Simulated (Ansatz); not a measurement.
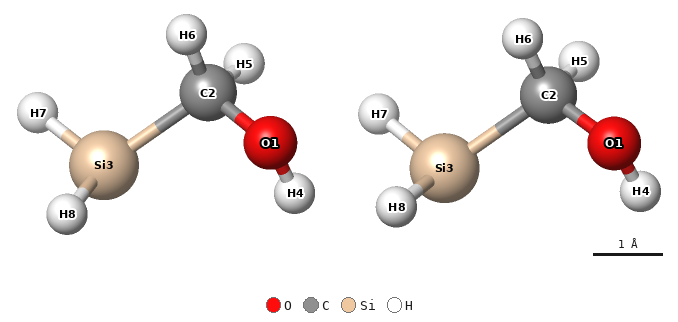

Two geometries of CH5OSi (multiplicity 2), drawn at one scale. One is the start of a relaxation, the other its converged end. A ball-and-stick model, seen at a tilt.

All numbers below come from UKS B3LYP/def2-SVP (Ansatz 0.2.0). Settings: collinear spin; force threshold 0.015 eV/Å; at most 40 steps.

Q: Which one is relaxed?

A: The right one is the relaxed one. The run prepares an end point of a later path (inversion) calculation, from a guessed geometry. H8 moves most after the best rigid fit: 0.18 Å. Largest moves by element: H 0.18 Å, O 0.07 Å, C 0.05 Å, Si 0.05 Å. Among the contacts that change: Si3–H7 1.457 → 1.498 Å, C2–H5 1.098 → 1.110 Å, C2–H6 1.094 → 1.106 Å, C2–Si3 1.911 → 1.920 Å. Bond angles that change, for instance: H7–Si3–H8 115.6° → 110.3°, Si3–C2–H5 113.0° → 110.1°, Si3–C2–H6 110.0° → 107.2°. The energy falls by 1.46 kcal/mol in 6 geometry steps. Largest force component: 0.98 eV/Å at the start, 0.011 eV/Å at the end. The run took 25 s on 1 thread of Arm Neoverse V1 (shared host), peak memory 0.17 GiB.
